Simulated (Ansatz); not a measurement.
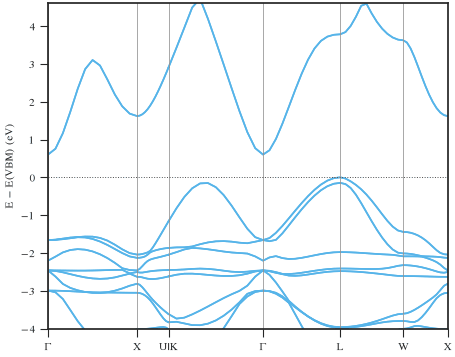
Figure. Band structure from PBE with spin–orbit coupling in the plane-wave PAW code Ansatz

**Question.** Read off the gap and where the band edges lie.

**Answer.** About 0.6 eV (0.60 eV by a search for the band edges); maximum at L, minimum at Γ.

The material is AgBr (rock salt, Fm-3m).

The PBE relaxation kept the symmetry of its start; phonons on a q-mesh show no instability. The run is not spin-polarised.

Potentials: the later of the program's two PAW sets.
